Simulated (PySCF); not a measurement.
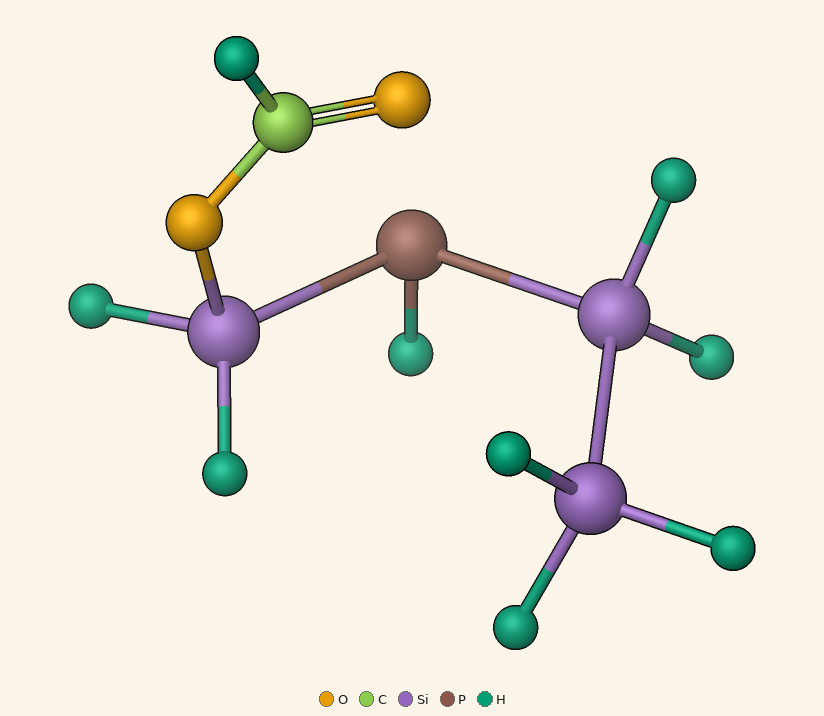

Ball-and-stick drawing of a structure.

Computed geometry: GFN2-xTB optimisation. No frequency run is at hand to confirm it as a minimum.

Description:

Formula CH9O2PSi3. Its SMILES string is `O=CO[SiH2]P[SiH2][SiH3]`. It has no ring. Among its groups: Si–H bond, Si–O bond. The point group is C1. Coordination: 1 C trigonal planar; 1 O bent; 3 Si tetrahedral; 1 P trigonal pyramidal.

The parts below concern this one geometry. Atoms keep their numbers from picture to picture.

### Electronic properties

No frequency run is at hand to confirm it as a minimum. Level of theory: PBE0/pcSseg-1, gas phase (PySCF 2.14.0).

**Estimate the dipole moment.**

1.81 D.

**Estimate the HOMO energy (Kohn–Sham orbital).**

−7.15 eV.

**What is the LUMO energy (Kohn–Sham orbital)?**

−0.47 eV.

### NMR shielding

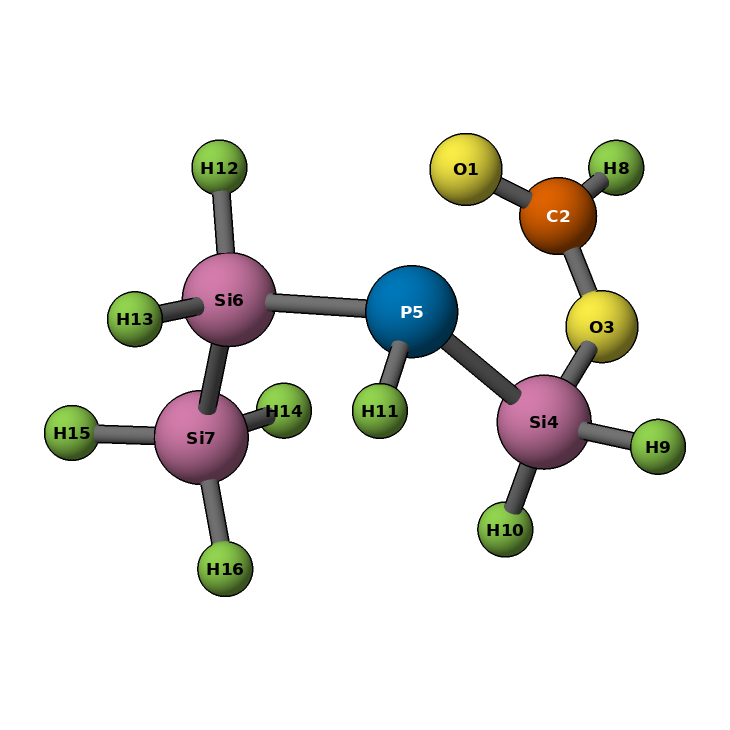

No frequency run is at hand to confirm it as a minimum. Properties computed with GIAO PBE0/pcSseg-1 NMR shielding, non-relativistic, gas phase (PySCF 2.14.0). Principal shieldings σ11 ≤ σ22 ≤ σ33, span Ω = σ33 − σ11, skew κ = 3(σiso − σ22)/Ω.

Give the shielding tensors of the P atoms.

| atom | σ11 | σ22 | σ33 | σiso | Ω | κ |
| --- | --- | --- | --- | --- | --- | --- |
| P5 | 541.0 | 600.3 | 726.6 | 622.6 | 185.7 | 0.36 |

Shieldings and span in ppm.

### Bond orders

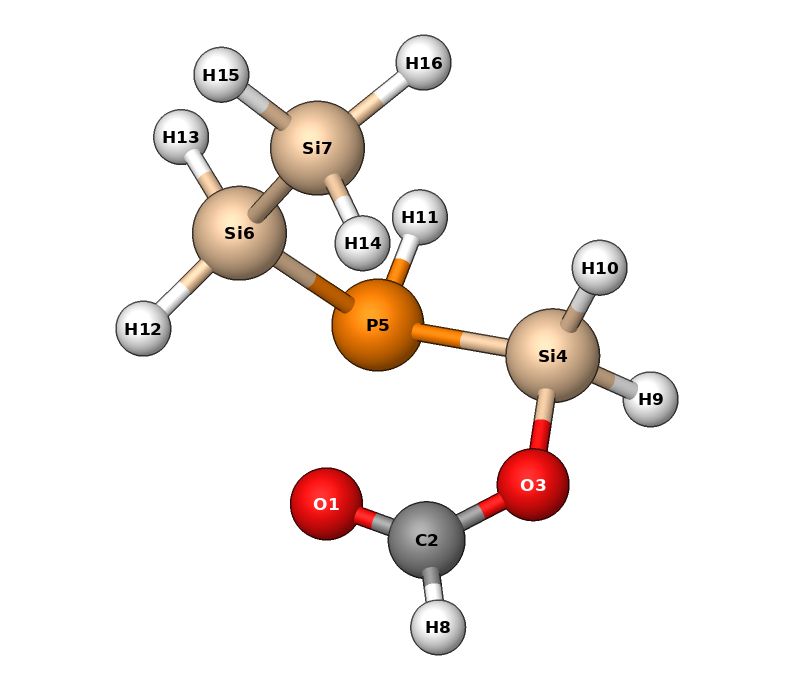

Every bond is drawn as one stick. No frequency run is at hand to confirm it as a minimum. Level of theory: PBE0/pcSseg-1 (PySCF 2.14.0).

**Which bond between heavy atoms has the highest Mayer bond order?**

O1–C2, 1.91, at a length of 1.199 Å.

List the Mayer bond orders of O1–C2, C2–O3, O3–Si4, Si4–P5, P5–Si6, Si6–Si7 (bonds between heavy atoms, one of each equivalent set).

```csv
bond,Mayer order,length (Å)
O1–C2,1.91,1.199
C2–O3,1.16,1.298
O3–Si4,0.78,1.688
Si4–P5,1.04,2.204
P5–Si6,0.90,2.247
Si6–Si7,0.88,2.326
```

The geometry is semi-empirical. Around P, Si such bond lengths and angles can be off by a tenth of an ångström or more and by several degrees, and values that hang on the shape move with them.
